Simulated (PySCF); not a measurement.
Input file:

```
{"job": {"kind": "nmr", "xc": "PBE0", "basis": "pcSseg-1"}, "charge": 0, "multiplicity": 1}
O      3.341447     1.564304    -0.829753
C      3.199160     0.708861     0.004113
C      1.978574     0.039402     0.305971
C      0.955199    -0.534139     0.588865
C     -0.317786    -1.185709     0.826466
N     -1.374028    -0.711244    -0.037563
Si    -2.267529     0.726747     0.299676
H      4.043406     0.356250     0.632488
H     -0.182228    -2.268288     0.692146
H     -0.615362    -1.006896     1.864426
H     -1.173702    -0.914005    -1.006116
H     -1.490544     1.972320     0.285274
H     -2.801298     0.513775     1.646816
H     -3.295987     0.738150    -0.734926
```

Run with:

```sh
OMP_NUM_THREADS=1 python probes_run.py task.json out
```

Geometry: GFN2-xTB.

Theory: PySCF 2.14.0, PBE0/pcSseg-1, SCF density, gas phase, non-relativistic.

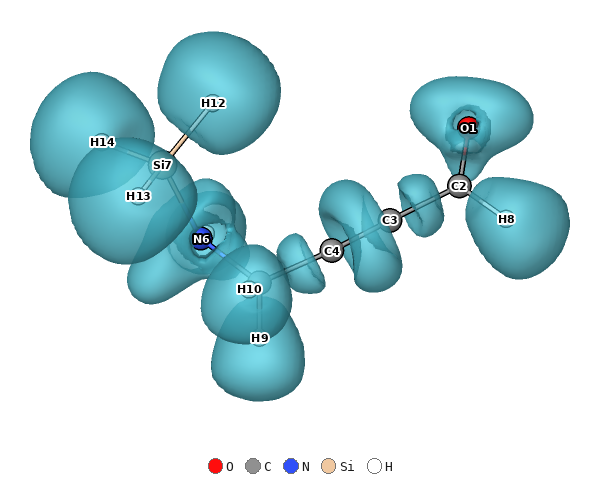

C₄H₇NOSi (SMILES O=CC#CCN[SiH3]). Isosurface of the electron localisation function at 0.75 (cyan), seen across its widest extent. Core shells and regions of very low density are left out.

Q: Where are the electrons localised?

A: The ELF exceeds this value in three regions between bonded C–C atoms (shared pairs), six regions around hydrogen nuclei, one region on O in which the atom's valence shell and bonds are merged and one joined region spread over several atoms (H, N), in which their bonds and any lone pairs are merged. Profiles from the grid: C–O (1.20 Å): the ELF peaks at about 0.85 between the atoms (a short, multiple covalent bond). C–C (1.21 Å): the ELF peaks at about 0.85 between the atoms; a multiple bond.
